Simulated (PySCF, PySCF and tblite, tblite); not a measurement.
# C₅H₅FO₂: conformers and averaged spectra

Which conformers does C₅H₅FO₂ (`C=C[C@]1(F)OCC1=O`) populate, and what do their averaged NMR parameters look like?

Computed with tblite 0.8.0 (tight binding) and PySCF 2.14.0 (DFT, with response routines of our own); each step states its level. Atoms count from 0 throughout.

## 1. The starting structure

13 atoms, charge 0, multiplicity 1; geometry from: MMFF94s geometry.

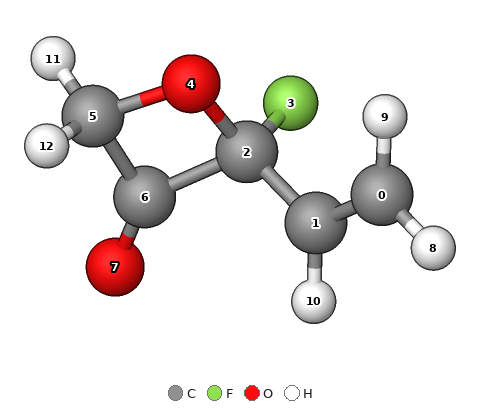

The starting geometry (carbon grey, fluorine green, oxygen red, hydrogen white), atoms numbered.

## 2. GFN2-xTB relaxation, conformer 1

What the job is given:

```
{"job": {"xc": "GFN2-xTB", "basis": "xTB", "kind": "relax"}, "charge": 0, "multiplicity": 1}
C      1.917100     1.222700    -0.746600
C      1.327800     0.288600     0.004600
C      0.017800    -0.281100    -0.328500
F      0.114700    -1.285500    -1.220300
O     -1.039800     0.663500    -0.665400
C     -1.937000     0.232300     0.376600
C     -0.830400    -0.685300     0.885200
O     -0.701800    -1.413500     1.855500
H      2.892600     1.618700    -0.493300
H      1.417600     1.618100    -1.630100
H      1.838600    -0.109900     0.887700
H     -2.818500    -0.279700    -0.008900
H     -2.203100     1.047800     1.065800
```

Run with:

```console
$ OMP_NUM_THREADS=1 python ens_run.py task.json out
```

The driver reads the study from task.json and runs its stages one after another.

The log of the run:

```text
step      E/eV     max force
  0    -708.36646    2.760
  1    -708.41543    4.232
  2    -708.50565    0.805
  3    -708.51367    0.434
  4    -708.51846    0.224
  5    -708.52105    0.212
  6    -708.52262    0.103
  7    -708.52356    0.088
  8    -708.52438    0.068
  9    -708.52477    0.051
 10    -708.52501    0.046
 11    -708.52524    0.049
 12    -708.52558    0.058
 13    -708.52605    0.071
 14    -708.52664    0.076
 15    -708.52734    0.089
 16    -708.52822    0.099
 17    -708.52933    0.090
 18    -708.53048    0.101
 19    -708.53143    0.072
 20    -708.53213    0.063
 21    -708.53279    0.081
 22    -708.53364    0.106
 23    -708.53460    0.099
 24    -708.53540    0.061
 25    -708.53595    0.061
 26    -708.53639    0.064
 27    -708.53689    0.084
 28    -708.53754    0.084
 29    -708.53831    0.080
 30    -708.53919    0.102
 31    -708.54030    0.104
 32    -708.54185    0.101
 33    -708.54389    0.108
 34    -708.54607    0.138
 35    -708.54786    0.165
 36    -708.54867    0.188
 37    -708.55094    0.124
 38    -708.55362    0.137
 39    -708.55940    0.156
 40    -708.56346    0.286
 41    -708.56703    0.154
 42    -708.57113    0.147
 43    -708.57690    0.235
 44    -708.58025    0.180
 45    -708.58377    0.163
 46    -708.58786    0.152
 47    -708.58948    0.110
 48    -708.59091    0.116
 49    -708.59165    0.100
 50    -708.59233    0.088
 51    -708.59281    0.078
 52    -708.59326    0.091
 53    -708.59367    0.074
 54    -708.59430    0.097
 55    -708.59496    0.083
 56    -708.59538    0.058
 57    -708.59561    0.053
 58    -708.59581    0.042
 59    -708.59605    0.043
 60    -708.59627    0.040
 61    -708.59639    0.031
 62    -708.59639    0.031
 63    -708.59643    0.028
 64    -708.59649    0.029
 65    -708.59654    0.024
 66    -708.59657    0.037
 67    -708.59661    0.018
 68    -708.59664    0.016
 69    -708.59668    0.018
 70    -708.59672    0.019
 71    -708.59678    0.017
 72    -708.59682    0.023
 73    -708.59686    0.024
 74    -708.59690    0.023
 75    -708.59695    0.025
 76    -708.59703    0.026
 77    -708.59711    0.025
 78    -708.59717    0.019
 79    -708.59722    0.019
 80    -708.59727    0.023
 81    -708.59733    0.025
 82    -708.59740    0.026
 83    -708.59747    0.022
 84    -708.59753    0.022
 85    -708.59759    0.020
 86    -708.59763    0.016
 87    -708.59766    0.014
 88    -708.59768    0.012
 89    -708.59770    0.013
 90    -708.59772    0.012
 91    -708.59773    0.015
 92    -708.59775    0.013
 93    -708.59776    0.009
 94    -708.59777    0.010
 95    -708.59778    0.009
 96    -708.59779    0.010
 97    -708.59781    0.009
 98    -708.59782    0.009
 99    -708.59783    0.008
100    -708.59783    0.006
101    -708.59784    0.007
102    -708.59785    0.007
103    -708.59785    0.005
104    -708.59786    0.004
```

Wall time 0.87 s (1 thread of Arm Neoverse N1, shared host).

The energy fell by 0.231 eV, and the atoms moved 0.53 Å (root mean square).

GFN2-xTB relaxation, conformer 2:

What the job is given:

```
{"job": {"xc": "GFN2-xTB", "basis": "xTB", "kind": "relax"}, "charge": 0, "multiplicity": 1}
C      2.263900     0.044200    -0.311600
C      1.166200    -0.649700     0.036800
C     -0.021700     0.001700     0.604300
F      0.263900     0.819800     1.631700
O     -1.152600    -0.874300     0.878700
C     -2.072200    -0.165700     0.000900
C     -0.911700     0.728600    -0.438700
O     -0.787800     1.622800    -1.245100
H      3.139600    -0.454900    -0.706400
H      2.292400     1.128400    -0.211200
H      1.153000    -1.736400    -0.049700
H     -2.858900     0.341300     0.562300
H     -2.478500    -0.805400    -0.769600
```

The log of the run:

```text
step      E/eV     max force
  0    -708.42716    1.984
  1    -708.49865    3.025
  2    -708.55045    0.915
  3    -708.55995    0.526
  4    -708.56400    0.159
  5    -708.56597    0.141
  6    -708.56713    0.082
  7    -708.56790    0.089
  8    -708.56885    0.076
  9    -708.56930    0.050
 10    -708.56949    0.030
 11    -708.56949    0.030
 12    -708.56955    0.024
 13    -708.56970    0.033
 14    -708.56974    0.041
 15    -708.56979    0.032
 16    -708.56983    0.030
 17    -708.56986    0.014
 18    -708.56989    0.027
 19    -708.56993    0.036
 20    -708.56996    0.023
 21    -708.56998    0.013
 22    -708.57001    0.025
 23    -708.57005    0.040
 24    -708.57011    0.043
 25    -708.57016    0.032
 26    -708.57021    0.024
 27    -708.57027    0.042
 28    -708.57034    0.047
 29    -708.57043    0.036
 30    -708.57051    0.026
 31    -708.57056    0.018
 32    -708.57060    0.022
 33    -708.57062    0.015
 34    -708.57064    0.014
 35    -708.57066    0.015
 36    -708.57068    0.016
 37    -708.57070    0.016
 38    -708.57072    0.015
 39    -708.57075    0.017
 40    -708.57079    0.025
 41    -708.57084    0.027
 42    -708.57087    0.018
 43    -708.57090    0.014
 44    -708.57093    0.019
 45    -708.57096    0.027
 46    -708.57101    0.028
 47    -708.57108    0.027
 48    -708.57115    0.024
 49    -708.57122    0.027
 50    -708.57129    0.031
 51    -708.57135    0.024
 52    -708.57141    0.018
 53    -708.57146    0.019
 54    -708.57150    0.024
 55    -708.57155    0.021
 56    -708.57161    0.019
 57    -708.57165    0.017
 58    -708.57168    0.014
 59    -708.57171    0.014
 60    -708.57175    0.019
 61    -708.57180    0.021
 62    -708.57186    0.023
 63    -708.57192    0.029
 64    -708.57200    0.031
 65    -708.57216    0.031
 66    -708.57239    0.034
 67    -708.57250    0.036
 68    -708.57263    0.033
 69    -708.57276    0.031
 70    -708.57298    0.045
 71    -708.57326    0.067
 72    -708.57355    0.062
 73    -708.57379    0.066
 74    -708.57412    0.039
 75    -708.57440    0.037
 76    -708.57477    0.051
 77    -708.57529    0.085
 78    -708.57591    0.109
 79    -708.57622    0.126
 80    -708.57742    0.081
 81    -708.57778    0.087
 82    -708.57794    0.045
 83    -708.57815    0.032
 84    -708.57833    0.031
 85    -708.57862    0.036
 86    -708.57886    0.064
 87    -708.57903    0.039
 88    -708.57912    0.030
 89    -708.57918    0.015
 90    -708.57922    0.013
 91    -708.57924    0.009
 92    -708.57926    0.010
 93    -708.57927    0.009
 94    -708.57927    0.007
 95    -708.57927    0.003
```

It took 0.68 s on 1 thread of Arm Neoverse N1, shared host.

The energy fell by 0.152 eV, and the atoms moved 0.32 Å (root mean square).

## 3. Shieldings, conformer 1: WP04/pcSseg-1 in water

What the job is given:

```
{"job": {"xc": "WP04", "basis": "pcSseg-1", "solvent": "water", "kind": "nmr", "pop": true}, "charge": 0, "multiplicity": 1}
C      1.685107     1.360240    -0.448093
C      1.415191     0.092209    -0.202618
C      0.045195    -0.489818    -0.323538
F      0.111120    -1.724104    -0.930145
O     -0.939974     0.316067    -0.936014
C     -1.811075     0.306152     0.202962
C     -0.809754    -0.527409     0.966417
O     -0.699518    -0.981260     2.057613
H      2.680020     1.753577    -0.338511
H      0.919270     2.038940    -0.784565
H      2.157602    -0.620263     0.124954
H     -2.760396    -0.195853    -0.004303
H     -1.997176     1.308137     0.598113
```

The log of the run:

```text
coarse grid: 11792 points
cycle   1  E = -452.5065044419  dE =  1.392e+00  |g| = 1.475e+00  |ddm| = 3.370e+00
cycle   2  E = -451.2331818159  dE =  1.273e+00  |g| = 2.976e+00  |ddm| = 2.899e+00
cycle   3  E = -452.8293682246  dE = -1.596e+00  |g| = 4.267e-01  |ddm| = 2.305e+00
cycle   4  E = -452.8618627984  dE = -3.249e-02  |g| = 1.884e-01  |ddm| = 3.962e-01
cycle   5  E = -452.8671143697  dE = -5.252e-03  |g| = 6.227e-02  |ddm| = 1.415e-01
cycle   6  E = -452.8678499391  dE = -7.356e-04  |g| = 1.255e-02  |ddm| = 4.666e-02
cycle   7  E = -452.8678725163  dE = -2.258e-05  |g| = 5.643e-03  |ddm| = 9.811e-03
cycle   8  E = -452.8678784053  dE = -5.889e-06  |g| = 1.089e-03  |ddm| = 3.726e-03
final grid: 116920 points
cycle   9  E = -452.9778968276  dE = -4.295e-05  |g| = 1.386e-02  |ddm| = 3.281e-02
cycle  10  E = -452.9777914364  dE =  1.054e-04  |g| = 2.792e-02  |ddm| = 2.407e-02
cycle  11  E = -452.9779311169  dE = -1.397e-04  |g| = 3.484e-03  |ddm| = 1.690e-02
cycle  12  E = -452.9779334591  dE = -2.342e-06  |g| = 5.436e-04  |ddm| = 2.336e-03
cycle  13  E = -452.9779335041  dE = -4.494e-08  |g| = 2.008e-04  |ddm| = 4.952e-04
cycle  14  E = -452.9779335117  dE = -7.620e-09  |g| = 6.417e-05  |ddm| = 1.682e-04
cycle  15  E = -452.9779335123  dE = -6.449e-10  |g| = 1.738e-05  |ddm| = 4.908e-05
converged SCF energy = -452.9779335123

GIAO shielding tensors (ppm)
atom      isotropic    diamagn.    paramagn.     s11        s22        s33       span
  0 C       43.483     255.127    -211.644    -74.960     39.640    165.768    240.728
  1 C       41.139     257.572    -216.432    -69.593     58.031    134.981    204.574
  2 C       34.817     247.333    -212.516      8.367     26.505     69.579     61.212
  3 F      289.154     478.444    -189.290    206.998    310.930    349.534    142.536
  4 O      233.601     403.190    -169.589    150.737    232.312    317.754    167.017
  5 C       81.356     253.432    -172.076     36.663     78.008    129.397     92.734
  6 C      -34.694     255.403    -290.097   -117.479    -54.074     67.471    184.950
  7 O     -249.487     401.755    -651.242   -712.208   -344.661    308.408   1020.616
  8 H       25.976      28.068      -2.092     23.648     25.421     28.858      5.210
  9 H       25.828      32.265      -6.437     22.465     24.829     30.189      7.724
 10 H       25.904      31.293      -5.389     24.297     25.300     28.116      3.819
 11 H       26.159      27.503      -1.344     23.166     24.418     30.893      7.727
 12 H       26.442      29.178      -2.736     23.574     24.976     30.777      7.202
```

Run time: 31 s. Hardware: 1 thread of Arm Neoverse N1, shared host; peak memory 0.86 GiB.

In short: HOMO -8.92 eV, LUMO -3.94 eV; dipole 3.02 D.

## 4. Single-point energy, conformer 1: PBE0/def2-SVP in water

Changed since step 3:

```diff
@@ -1,2 +1,2 @@
-{"job": {"xc": "WP04", "basis": "pcSseg-1", "solvent": "water", "kind": "nmr", "pop": true}, "charge": 0, "multiplicity": 1}
+{"job": {"xc": "PBE0", "basis": "def2-SVP", "solvent": "water", "kind": "sp"}, "charge": 0, "multiplicity": 1}
 C      1.685107     1.360240    -0.448093
```

The log of the run:

```text
coarse grid: 11792 points
cycle   1  E = -442.6837367662  dE =  1.390e+00  |g| = 1.015e+00  |ddm| = 4.056e+00
cycle   2  E = -442.1712963384  dE =  5.124e-01  |g| = 1.938e+00  |ddm| = 2.621e+00
cycle   3  E = -442.8727675953  dE = -7.015e-01  |g| = 1.872e-01  |ddm| = 1.854e+00
cycle   4  E = -442.8785795167  dE = -5.812e-03  |g| = 8.809e-02  |ddm| = 2.392e-01
cycle   5  E = -442.8798973562  dE = -1.318e-03  |g| = 1.899e-02  |ddm| = 8.716e-02
cycle   6  E = -442.8799739353  dE = -7.658e-05  |g| = 5.393e-03  |ddm| = 2.173e-02
cycle   7  E = -442.8799791816  dE = -5.246e-06  |g| = 1.884e-03  |ddm| = 5.635e-03
final grid: 116920 points
cycle   8  E = -442.9559938887  dE = -6.147e-06  |g| = 1.468e-02  |ddm| = 3.201e-02
cycle   9  E = -442.9559004322  dE =  9.346e-05  |g| = 2.670e-02  |ddm| = 3.427e-02
cycle  10  E = -442.9560355825  dE = -1.352e-04  |g| = 2.046e-03  |ddm| = 2.256e-02
cycle  11  E = -442.9560364355  dE = -8.531e-07  |g| = 3.304e-04  |ddm| = 1.927e-03
cycle  12  E = -442.9560364547  dE = -1.912e-08  |g| = 1.194e-04  |ddm| = 4.194e-04
cycle  13  E = -442.9560364576  dE = -2.968e-09  |g| = 2.816e-05  |ddm| = 1.370e-04
cycle  14  E = -442.9560364578  dE = -1.398e-10  |g| = 9.876e-06  |ddm| = 3.488e-05
converged SCF energy = -442.9560364578
```

Run time: 12 s. Hardware: 1 thread of Arm Neoverse N1, shared host; peak memory 0.59 GiB.

This run: HOMO -7.53 eV, LUMO -1.45 eV; dipole 2.62 D.

(Part 1 of 2 ends here.)
